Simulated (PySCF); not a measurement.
Vertical excitations of a molecule C3H8OSi from TDDFT-B3LYP/def2-SVPD in PySCF, as energy in eV (oscillator strength): 6.52 (0.006), 6.78 (0.006), 7.26 (0.025), 7.39 (0.027), 7.42 (0.006), 7.60 (0.068), 7.86 (0.024), 8.06 (0.077), 8.16 (0.021), 8.25 (0.013). Lowest triplet (TDA): 6.29 eV. Geometry optimised at PBE-D3(BJ)/def2-SVP. The values are those of a single conformer.

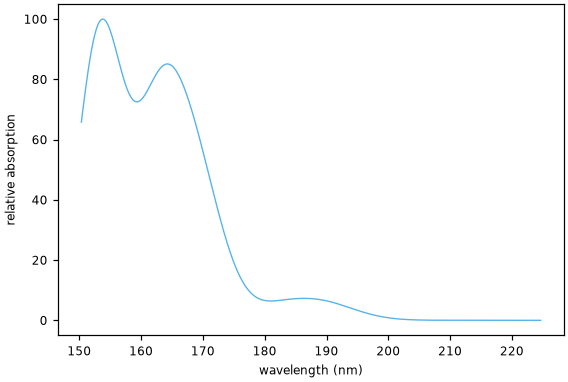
*The lines broadened by 0.4 eV.*

Which molecule gave these data?
A. C[Si@H]1CCO1
B. C[SiH2]CC=O
C. C=C[SiH2]CO
D. O[SiH]1CCC1

D, O[SiH]1CCC1
